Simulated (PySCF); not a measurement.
| atom | x (Å) | y (Å) | z (Å) |
| --- | --- | --- | --- |
| P | 0.0000 | 0.0000 | -0.5026 |
| O | 0.0000 | 0.0000 | 0.9734 |

All numbers below come from PBE0/def2-TZVP, non-relativistic Hamiltonian with scalar-relativistic core potentials where named, at a bond length of 1.476 Å (PySCF 2.14.0).

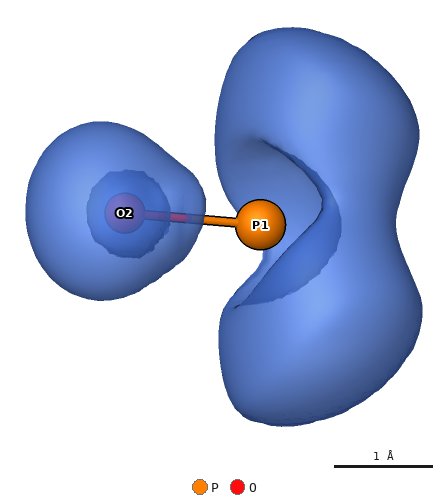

PO (doublet). Isosurface of the electron localisation function at 0.75 (blue), seen from one side. Core shells and regions of very low density are left out.

Question: Identify the bonds, lone pairs and shells in this picture.

Answer: The ELF exceeds this value in one lobe on P, pointing away from the bonds (non-bonding electrons) and one region wrapped around O (its lone pairs, merged into a ring or cap). Along the contacts the grid gives the following. P–O (1.48 Å): the ELF peaks at about 0.85 between the atoms; a polar covalent bond.
